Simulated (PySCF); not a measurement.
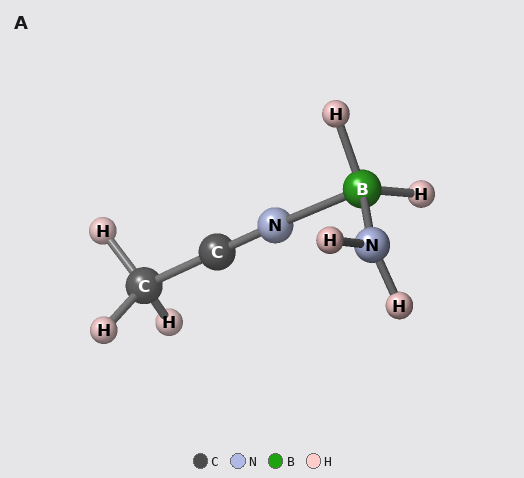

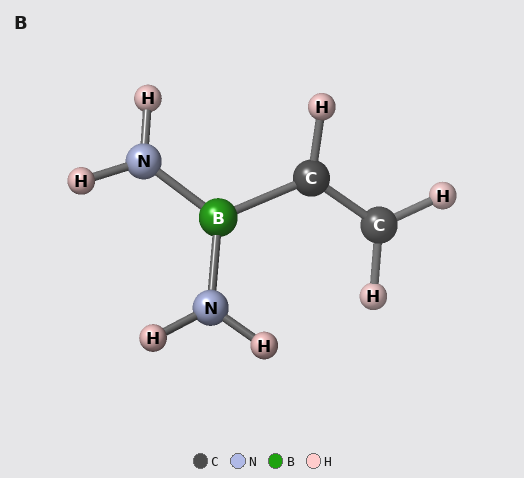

2 stationary structures of one formula. Geometries: PBE0-D3(BJ)/def2-SVP. Electronic energies: PBE0/def2-SVP (PySCF 2.14.0), without zero-point energy. No frequency run is at hand to confirm each as a minimum. Each is one conformer, not always the lowest.

Are they conformers, stereoisomers or constitutional isomers?

They are constitutional isomers of C2H7BN2: A `CC#[N+][BH2-]N`, B `C=CB(N)N`.

Rank them by energy, lowest first.

B is lowest; A lies 2.158 eV above it.
